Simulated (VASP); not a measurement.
Band structure of HfNb₃N₄ (ordered alloy cell). All values below come from PBEsol GGA, VASP's PBE PAW potentials (set 64) (plane waves; VASP).

Unless said otherwise, spin-orbit coupling is left out, though it shifts the bands of the heavy elements here.

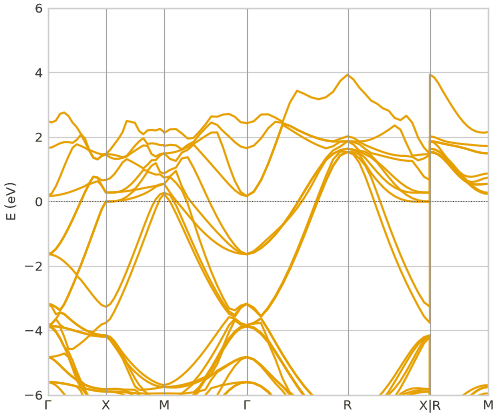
*Bands along high-symmetry lines, zero at the valence-band maximum or, without a gap, the Fermi level*

Read the plot: is there a gap, and where are the band edges?

It has no gap at this level: it comes out as a metal or semimetal. (Edges off the drawn lines would not show.)

The structure was generated: HfNb3N4 was put into an ordered model structure (Pm-3m), which need not be its known phase. It was relaxed first. The electron count is odd and the run is not spin-polarised, which forces a metal.
